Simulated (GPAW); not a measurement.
## A GW chain in GPAW: BN (P6_3mc)

How does a plane-wave GW calculation on BN (P6_3mc) run from the first input to the gap?

Calculated with GPAW 26.7.0; PBE and many-body steps on it, plane waves.

The database entry behind the starting cell has ideal inner coordinates that were not refined, so it need not match the best structure at ambient conditions.

### Step 1. The structure

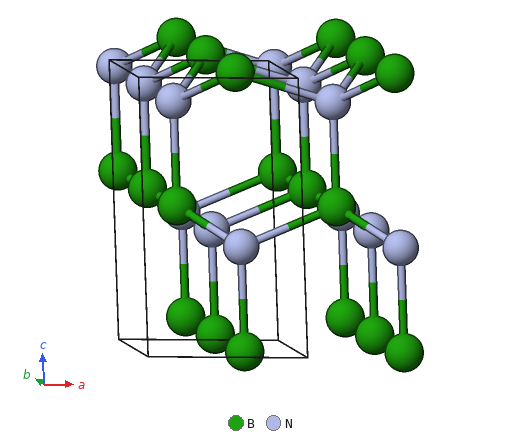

The cell as given, slightly off an axis (boron green, nitrogen light blue). 2×3×1 cells are drawn. Some periodic images of atoms are drawn too.

The cell and positions come from the Crystallography Open Database and are kept as given unless a step says otherwise. This is not the form that BN usually takes at ambient conditions.

### Step 2. Ground state

This step: GPAW 26.7.0; DFT, PBE, plane waves, PAW.

The ground-state density comes first.

run.py

```python
import json
import numpy as np
from gpaw.mpi import world
from ase import Atoms
from gpaw import GPAW, PW, FermiDirac

atoms = Atoms(['B', 'B', 'N', 'N'],
    cell=[[2.5360000000, 0.0000000000, 0.0000000000],
      [-1.2680000000, 2.1962404240, 0.0000000000],
      [0.0000000000, 0.0000000000, 4.1990000000]],
    scaled_positions=[[0.6666666667, 0.3333333333, 0.0000000000],
      [0.3333333333, 0.6666666667, 0.5000000000],
      [0.6666666667, 0.3333333333, 0.3750000000],
      [0.3333333333, 0.6666666667, 0.8750000000]],
    pbc=(True, True, True))
calc = GPAW(mode=PW(600),
    xc='PBE',
    kpts={'size': (9, 9, 6), 'gamma': True},
    occupations=FermiDirac(0.001),
    nbands=-8,
    convergence={'density': 1e-6, 'bands': -3},
    maxiter=100,
    txt='gs.txt')
atoms.calc = calc
res = {'energy': atoms.get_potential_energy()}
kpts = calc.get_ibz_k_points()
res['kpts'] = kpts
res['eigenvalues'] = [calc.get_eigenvalues(kpt=k) for k in range(len(kpts))]
res['n_electrons'] = calc.get_number_of_electrons()
calc.write('gs.gpw')

if world.rank == 0:
    with open('result.json', 'w') as f:
        json.dump(res, f, default=lambda x: x.tolist())
```

Run with:

```sh
> mpirun -n 4 gpaw python run.py
```

Numbers of over 12 decimals in the logs are rounded to 6 here.

Output:

```text
__  _  _
 | _ |_)|_||  |
 |__||  | ||/\| - 26.7.0

Input parameters:
  mode=PW(ecut=600.0),
  convergence={'density': 1e-06, 'bands': -3},
  kpts=MonkhorstPack(size=(9, 9, 6), gamma=True),
  maxiter=100,
  nbands=-8,
  occupations=Occupations(name='fermi-dirac', width=0.001, fixmagmom=False),
  xc=XC(name='PBE')
  [... matrices ...]
Diagonalizing LCAO Hamiltonian
Converting LCAO to pw mode

        N
        B

          N
          B

Atoms  # Å, Bohr magnetons
|   | symbol |         x |        y |        z |    initial magnetic moments |
| 0 |      B |  1.268000 | 0.732080 | 0.000000 | ( 0.0000,  0.0000,  0.0000) |
| 1 |      B | -0.000000 | 1.464160 | 2.099500 | ( 0.0000,  0.0000,  0.0000) |
| 2 |      N |  1.268000 | 0.732080 | 1.574625 | ( 0.0000,  0.0000,  0.0000) |
| 3 |      N | -0.000000 | 1.464160 | 3.674125 | ( 0.0000,  0.0000,  0.0000) |

Unit cell  # Å
| periodic |         x |        y |        z |  lengths |     angles |
|      yes |  2.536000 | 0.000000 | 0.000000 | 2.536000 |  90.000000 |
|      yes | -1.268000 | 2.196240 | 0.000000 | 2.536000 |  90.000000 |
|      yes |  0.000000 | 0.000000 | 4.199000 | 4.199000 | 120.000000 |

Number of symmetries: 6
Symmetry operations  # r_c * U_cc + t_c -> r_c
|   | kind |            matrix            |
| 0 |  σ   |  1, 1, 0,  0,-1, 0,  0, 0, 1 |
| 1 |  E   |  1, 0, 0,  0, 1, 0,  0, 0, 1 |
| 2 |  C3  |  0, 1, 0, -1,-1, 0,  0, 0, 1 |
| 3 |  σ   |  0,-1, 0, -1, 0, 0,  0, 0, 1 |
| 4 |  σ   | -1, 0, 0,  1, 1, 0,  0, 0, 1 |
| 5 |  C3  | -1,-1, 0,  1, 0, 0,  0, 0, 1 |

BZ-sampling:
  Number of BZ points: 486
  Number of IBZ points: 62

  Monkhorst-Pack size: [9, 9, 6]
  Monkhorst-Pack shift: [0.0, 0.0, 0.083333]

K-points  # in reciprocal-cell coordinates
|     |                                coordinates |     weight |
|   0 | (  0.00000000,   0.00000000,   0.00000000) | 0.00205761 |
|   1 | (  0.00000000,   0.00000000,   0.16666667) | 0.00411523 |
|   2 | (  0.00000000,   0.00000000,   0.33333333) | 0.00411523 |
|   3 | (  0.00000000,   0.00000000,   0.50000000) | 0.00205761 |
|   4 | (  0.11111111,   0.00000000,  -0.33333333) | 0.01234568 |
|   5 | (  0.11111111,   0.00000000,  -0.16666667) | 0.01234568 |
|   6 | (  0.11111111,   0.00000000,   0.00000000) | 0.01234568 |
|   7 | (  0.11111111,   0.00000000,   0.16666667) | 0.01234568 |
|   8 | (  0.11111111,   0.00000000,   0.33333333) | 0.01234568 |
|   9 | (  0.11111111,   0.00000000,   0.50000000) | 0.01234568 |
| ... |                                            |            |
|  61 | (  0.44444444,   0.44444444,   0.50000000) | 0.01234568 |

Plane wave coefficients: 801
Cutoff: 600.0 eV

Spin-components: 1 (collinear spins)
Bands:           16
Projectors:      20
Spin-degeneracy: 2
Datatype:        complex128

  Storage: CPU
  Wave functions: 12_078_592 bytes (3_019_648 per core)
  Projectors: 17_362_976 bytes (4_340_744 per core)
  [... matrices ...]
Parallelization:
  kpt:    4
  domain: 1
  band:   1

Density:
  Valence electrons: 16.0
  Components: 1
  Grid points: [15 15 24]
  Charge: 0.0  # |e|

Potential:
  Grid points: [15 15 24]

species:
  B:
    name:    Boron
    Z:       5.0
    valence: 3
    core:    2
    charge:  0.0  # [|e|]
    compensation charges:
      type: gauss
      rc: 0.20  # [Å]
      lmax: 2
    cutoffs:
      filter: 1.14  # [Å]
      core: 1.38  # [Å]
    projectors
    | kind |    occ | energy [eV] | rcut [Å] |
    |   2s |  2.000 |      -9.443 |    0.635 |
    |   2p |  1.000 |      -3.606 |    0.635 |
    |    s |        |      17.768 |    0.635 |
    |    p |        |      23.605 |    0.635 |
    |    d |        |       0.000 |    0.635 |

    Using partial waves for B as LCAO basis

  N:
    name:    Nitrogen
    Z:       7.0
    valence: 5
    core:    2
    charge:  0.0  # [|e|]
    compensation charges:
      type: gauss
      rc: 0.18  # [Å]
      lmax: 2
    cutoffs:
      filter: 1.11  # [Å]
      core: 0.96  # [Å]
    projectors
    | kind |    occ | energy [eV] | rcut [Å] |
    |   2s |  2.000 |     -18.583 |    0.603 |
    |   2p |  3.000 |      -7.089 |    0.529 |
    |    s |        |       8.629 |    0.603 |
    |    p |        |      20.123 |    0.529 |
    |    d |        |       0.000 |    0.577 |

    Using partial waves for N as LCAO basis

Reference energy: -4302.422143  # eV

eigensolver:
  PPCG
  Converge bands: -3
  niter=2

density mixing:
  MSR1-Mixer
  Pratt-step length: 0.05
  Maximum mixing coefficient: 0.75
  Old densities: 10
  SVD Regularization: 0.005
  Good broyden scale: 1.0
  Trust region scale: 1.0
  Backstep threshold: 4.0
  History deletion threshold: 6.0
  Fourier metric: weight=20.0, sigma=0.015

occupation numbers:
  Fermi-Dirac:
    width: 0.0010  # eV

poisson solver:
  ecut: 4800.0  # eV

xc functional:
  name: PBE with 2 nearest neighbor stencil

Initialization done in: 1.069 s

convergence criteria:
- Maximum integral of absolute [dens]ity change: 1e-06 electrons / valence electron
- Maximum [total energy] change in last 3 cyles: 0.0005 eV / valence electron
- Maximum integral of absolute [eigenst]ate change: 4e-08 eV^2 / valence electron
maximum number of iterations: 100

SCF iterations
|iter     |     time |      energy | eigst |  dens |
|iter:   1|  |  -36.206464 | +1.03 |       |
|iter:   2|  |  -35.871265 | -0.66 | -0.74 |
|iter:   3|  |  -34.578166 | -0.73 | -0.78 |
|iter:   4|  |  -34.560608 | -2.01 | -1.38 |
|iter:   5|  |  -34.559905 | -2.72 | -1.83 |
|iter:   6|  |  -34.560059c| -4.13 | -2.57 |
|iter:   7|  |  -34.560059c| -5.37 | -3.54 |
|iter:   8|  |  -34.560059c| -6.53 | -4.27 |
|iter:   9|  |  -34.560059c| -7.43c| -5.17 |
|iter:  10|  |  -34.560059c| -7.93c| -6.01c|

Converged in 10 steps
SCF loop duration: 2.438 s (0.244 s/step)
Energy contributions relative to reference atoms: (reference = -4302.422143)
  [... matrices ...]
Energy contributions:
  Kinetic:          32.932243
  Coulomb:         -30.383957
  Zero:             -0.001399
  External:          0.000000
  Xc:              -37.106947
  Entropy:          -0.000000
  Spinorbit:         0.000000
  ----------------------------
  Free energy:     -34.560059
  Extrapolated:    -34.560059

dipole moment: (0.000000, 0.000000, -4.430365)  # |e|*Ang

Fermi level: 13.409
Eigenvalues  # (at kpt = [0.000, 0.000, 0.000])
| band index |      eig [eV] | occ [0-2] |
|          0 |       -10.135 |     2.000 |
|          1 |        -5.948 |     2.000 |
|          2 |        -0.615 |     2.000 |
|          3 |         8.274 |     2.000 |
|          4 |         8.274 |     2.000 |
|          5 |        10.167 |     2.000 |
|          6 |        10.426 |     2.000 |
|          7 |        10.427 |     2.000 |
|          8 |        18.850 |     0.000 |
|          9 |        18.850 |     0.000 |
|         10 |        19.030 |     0.000 |
|         11 |        20.085 |     0.000 |
|         12 |        21.352 |     0.000 |
|         13 |        22.403 |     0.000 |
|         14 |        22.403 |     0.000 |
|         15 |        26.756 |     0.000 |

Gap: 5.175 eV
Transition (v -> c):
  (s=0, k=0, n=7, [0.00, 0.00, 0.00]) -> (s=0, k=32, n=8, [0.33, 0.33, 0.00])
Direct/indirect transitions are different
Direct gap: 8.339 eV
Transition at: (s=0, k=6, n=7, [0.11, 0.00, 0.00])
# Writing to gs.gpw (mode='')
  [... matrices ...]
```

It took 5 s on 4 MPI ranks of Arm Neoverse V2, shared host; peak memory 0.62 GiB; 19 s of CPU time.

This step gave:

* total energy: -34.56 eV
* gap: 5.175 eV
* k of the valence top: 0, 0, 0
* k of the conduction bottom: 0.3333, 0.3333, 0
* least direct gap: 8.339 eV

The gap is indirect, with the least direct gap 3.16 eV higher.

### Step 3. Bands along the symmetry lines

Levels along a band path, at the cheap level, show where the edges lie and whether the meshes to come will hold them.

run.py

```python
import json
import numpy as np
from gpaw.mpi import world
from gpaw import GPAW

path = [[0.000000, 0.000000, 0.000000],
    [0.062500, 0.000000, 0.000000],
    [0.125000, 0.000000, 0.000000],
    [0.187500, 0.000000, 0.000000],
    [0.250000, 0.000000, 0.000000],
    [0.312500, 0.000000, 0.000000],
    [0.375000, 0.000000, 0.000000],
    [0.437500, 0.000000, 0.000000],
    [0.500000, 0.000000, 0.000000],
    [0.479167, 0.041667, 0.000000],
    [0.458333, 0.083333, 0.000000],
    [0.437500, 0.125000, 0.000000],
    [0.416667, 0.166667, 0.000000],
    [0.395833, 0.208333, 0.000000],
    [0.375000, 0.250000, 0.000000],
    [0.354167, 0.291667, 0.000000],
    [0.333333, 0.333333, 0.000000],
    [0.291667, 0.291667, 0.000000],
    [0.250000, 0.250000, 0.000000],
    [0.208333, 0.208333, 0.000000],
    [0.166667, 0.166667, 0.000000],
    [0.125000, 0.125000, 0.000000],
    [0.083333, 0.083333, 0.000000],
    [0.041667, 0.041667, 0.000000],
    [0.000000, 0.000000, 0.000000],
    [0.000000, 0.000000, 0.062500],
    [0.000000, 0.000000, 0.125000],
    [0.000000, 0.000000, 0.187500],
    [0.000000, 0.000000, 0.250000],
    [0.000000, 0.000000, 0.312500],
    [0.000000, 0.000000, 0.375000],
    [0.000000, 0.000000, 0.437500],
    [0.000000, 0.000000, 0.500000],
    [0.062500, 0.000000, 0.500000],
    [0.125000, 0.000000, 0.500000],
    [0.187500, 0.000000, 0.500000],
    [0.250000, 0.000000, 0.500000],
    [0.312500, 0.000000, 0.500000],
    [0.375000, 0.000000, 0.500000],
    [0.437500, 0.000000, 0.500000],
    [0.500000, 0.000000, 0.500000],
    [0.479167, 0.041667, 0.500000],
    [0.458333, 0.083333, 0.500000],
    [0.437500, 0.125000, 0.500000],
    [0.416667, 0.166667, 0.500000],
    [0.395833, 0.208333, 0.500000],
    [0.375000, 0.250000, 0.500000],
    [0.354167, 0.291667, 0.500000],
    [0.333333, 0.333333, 0.500000],
    [0.291667, 0.291667, 0.500000],
    [0.250000, 0.250000, 0.500000],
    [0.208333, 0.208333, 0.500000],
    [0.166667, 0.166667, 0.500000],
    [0.125000, 0.125000, 0.500000],
    [0.083333, 0.083333, 0.500000],
    [0.041667, 0.041667, 0.500000],
    [0.000000, 0.000000, 0.500000],
    [0.500000, 0.000000, 0.500000],
    [0.500000, 0.000000, 0.437500],
    [0.500000, 0.000000, 0.375000],
    [0.500000, 0.000000, 0.312500],
    [0.500000, 0.000000, 0.250000],
    [0.500000, 0.000000, 0.187500],
    [0.500000, 0.000000, 0.125000],
    [0.500000, 0.000000, 0.062500],
    [0.500000, 0.000000, 0.000000],
    [0.333333, 0.333333, 0.500000],
    [0.333333, 0.333333, 0.437500],
    [0.333333, 0.333333, 0.375000],
    [0.333333, 0.333333, 0.312500],
    [0.333333, 0.333333, 0.250000],
    [0.333333, 0.333333, 0.187500],
    [0.333333, 0.333333, 0.125000],
    [0.333333, 0.333333, 0.062500],
    [0.333333, 0.333333, 0.000000]]
calc = GPAW('gs.gpw').fixed_density(kpts=path,
    symmetry='off',
    nbands=18,
    convergence={'bands': 14},
    txt='bands.txt')
res = {}
kpts = calc.get_ibz_k_points()
res['kpts'] = kpts
res['eigenvalues'] = [calc.get_eigenvalues(kpt=k) for k in range(len(kpts))]
res['n_electrons'] = calc.get_number_of_electrons()

if world.rank == 0:
    with open('result.json', 'w') as f:
        json.dump(res, f, default=lambda x: x.tolist())
```

Run with:

```sh
> mpirun -n 4 gpaw python run.py
```

Output:

```text
Diagonalizing LCAO Hamiltonian
Converting LCAO to pw mode
convergence criteria:
- Maximum integral of absolute [eigenst]ate change: 4e-08 eV^2 / valence electron
maximum number of iterations: 100

SCF iterations
|iter     |     time |      energy | eigst |  dens |
|iter:   1|  |             | +1.14 |       |
|iter:   2|  |             | -0.57 |       |
|iter:   3|  |             | -1.90 |       |
|iter:   4|  |             | -3.00 |       |
|iter:   5|  |             | -4.13 |       |
|iter:   6|  |             | -5.18 |       |
|iter:   7|  |             | -6.39 |       |
|iter:   8|  |             | -7.47c|       |
SCF steps: 8
  __  _  _
 | _ |_)|_||  |
 |__||  | ||/\| - 26.7.0

Input parameters:
  mode=PW(ecut=600.0),
  convergence={'bands': 14},
  gpts=array([15, 15, 24]),
  kpts=KPoints(kpts=array([[0.      , 0.      , 0.      ],
         [0.0625  , 0.      , 0.      ],
         [0.125   , 0.      , 0.      ],
         [0.1875  , 0.      , 0.      ],
[...]
[0.479167, 0.041667, 0.      ],
         [0.458333, 0.083333, 0.      ],
[...]
[0.416667, 0.166667, 0.      ],
[...]
[0.5     , 0.      , 0.0625  ],
         [0.5     , 0.      , 0.      ],
[...]
[0.333333, 0.333333, 0.125   ],
         [0.333333, 0.333333, 0.0625  ],
         [0.333333, 0.333333, 0.      ]])),
  maxiter=100,
  nbands=18,
  occupations=Occupations(name='fermi-dirac', width=0.001, fixmagmom=False),
  parallel={},
  symmetry=Symmetry(point_group=False, time_reversal=False),
  xc=XC(name='PBE')
  [... matrices ...]
timing:  # [seconds]
  Total: 0.022  # ━━━━━━━━━━━━━━━━━━━━━━━━━━━━━━━━━━━━━━━━━━━━━━━━━━━━━━━━━━━
```

It took 4.8 s on 4 MPI ranks; peak memory 0.64 GiB.

This step gave:

| Item | Value |
| --- | --- |
| gap | 5.175 eV |
| k of the valence top | 0, 0, 0 |
| k of the conduction bottom | 0.3333, 0.3333, 0 |
| least direct gap | 8.345 eV |

The gap is 5.175 eV, as in the run before at this level.

Electronic bands along the path, in eV, zero at the top of the highest filled band; v1 is the highest filled band, c1 the lowest empty one:

| point | v4 | v3 | v2 | v1 | c1 | c2 | c3 | c4 |
| --- | --- | --- | --- | --- | --- | --- | --- | --- |
| Γ | -2.15 | -0.26 | 0.00 | 0.00 | 8.42 | 8.42 | 8.60 | 9.66 |
| M | -6.98 | -5.05 | -4.47 | -2.16 | 6.75 | 8.00 | 10.69 | 11.59 |
| K | -7.28 | -5.55 | -5.48 | -5.48 | 5.18 | 13.55 | 13.55 | 13.97 |
| Γ | -2.15 | -0.26 | 0.00 | 0.00 | 8.42 | 8.42 | 8.60 | 9.66 |
| A | -1.20 | -1.20 | -1.20 | -1.20 | 9.59 | 9.59 | 9.99 | 9.99 |
| L | -3.83 | -3.83 | -3.62 | -3.62 | 6.61 | 6.61 | 10.09 | 10.09 |
| H | -7.85 | -7.85 | -3.07 | -3.07 | 9.36 | 9.36 | 10.22 | 10.22 |
| A | -1.20 | -1.20 | -1.20 | -1.20 | 9.59 | 9.59 | 9.99 | 9.99 |
| jump to L | -3.83 | -3.83 | -3.62 | -3.62 | 6.61 | 6.61 | 10.09 | 10.09 |
| M | -6.98 | -5.05 | -4.47 | -2.16 | 6.75 | 8.00 | 10.69 | 11.59 |
| jump to H | -7.85 | -7.85 | -3.07 | -3.07 | 9.36 | 9.36 | 10.22 | 10.22 |
| K | -7.28 | -5.55 | -5.48 | -5.48 | 5.18 | 13.55 | 13.55 | 13.97 |

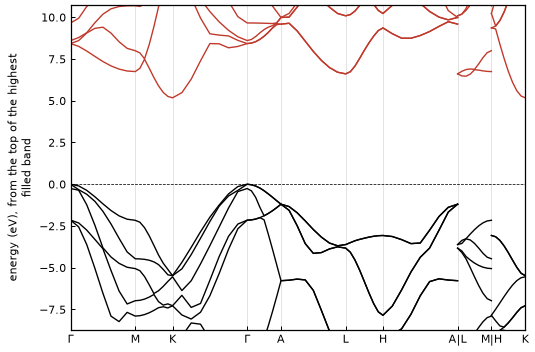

Electronic bands along the path; lines of filled and empty bands in two colours.

### Step 4. Empty states on the mesh, 6×6×4 mesh, 117 bands

The sums over transitions need many empty states on a uniform mesh; this step solves for them.

run.py

```python
import json
import numpy as np
from gpaw.mpi import world
from gpaw import GPAW

calc = GPAW('gs.gpw').fixed_density(kpts={'size': (6, 6, 4), 'gamma': True},
    parallel={'domain': 1, 'band': 1},
    txt='nscf.txt')
calc.diagonalize_full_hamiltonian(nbands=117)
calc.write('full.gpw', mode='all')
res = {}
kpts = calc.get_ibz_k_points()
res['kpts'] = kpts
res['eigenvalues'] = [calc.get_eigenvalues(kpt=k) for k in range(len(kpts))]
res['n_electrons'] = calc.get_number_of_electrons()

if world.rank == 0:
    with open('result.json', 'w') as f:
        json.dump(res, f, default=lambda x: x.tolist())
```

Run with:

```sh
> mpirun -n 4 gpaw python run.py
```

Output:

```text
Diagonalizing LCAO Hamiltonian
Converting LCAO to pw mode
convergence criteria:
- Maximum integral of absolute [eigenst]ate change: 4e-08 eV^2 / valence electron
maximum number of iterations: 100

SCF iterations
|iter     |     time |      energy | eigst |  dens |
|iter:   1|  |             | +1.07 |       |
|iter:   2|  |             | -0.59 |       |
|iter:   3|  |             | -1.60 |       |
[...]
|iter:   8|  |             | -6.51 |       |
|iter:   9|  |             | -7.21 |       |
|iter:  10|  |             | -8.01c|       |
SCF steps: 10
  __  _  _
 | _ |_)|_||  |
 |__||  | ||/\| - 26.7.0

Input parameters:
  mode=PW(ecut=600.0),
  convergence={'density': 1e-06, 'bands': -3},
  gpts=array([15, 15, 24]),
  kpts=MonkhorstPack(size=(6, 6, 4), gamma=True),
  maxiter=100,
  nbands=16,
  occupations=Occupations(name='fermi-dirac', width=0.001, fixmagmom=False),
  parallel={'domain': 1, 'band': 1},
  xc=XC(name='PBE')
Matrix size: 775x775
# Writing to full.gpw (mode='all')
  [... matrices ...]

timing:  # [seconds]
  Total: 3.016  # ━━━━━━━━━━━━━━━━━━━━━━━━━━━━━━━━━━━━━━━━━━━━━━━━━━━━━━━━━━━
```

It took 6.2 s on 4 MPI ranks; peak memory 0.86 GiB.

Numbers from this step:

* gap: 5.175 eV
* k of the valence top: 0, 0, 0
* k of the conduction bottom: 0.3333, 0.3333, 0
* least direct gap: 8.379 eV
* k points computed: 24
* lowest point of the top converged band, above the valence top: 139.6545 eV

On this mesh the gap is 5.175 eV.

[end of part 1 of 2]

[Paths, hosts, dates, memory and timing lines, banners, echoed tables and standing remarks are left out of the program output.]

[Logs are printed without paths, hosts, clocks, repeated set-up lines and the standing remarks that a program may print on its own settings, such as how far it seeks lower states.]

[Runs of the session that timed out or met a known fault of the program may be left out.]

[Hosts, paths, dates, database ids (printed as entryN), source tags and the programs' standing remarks are cut or masked in the printed files.]
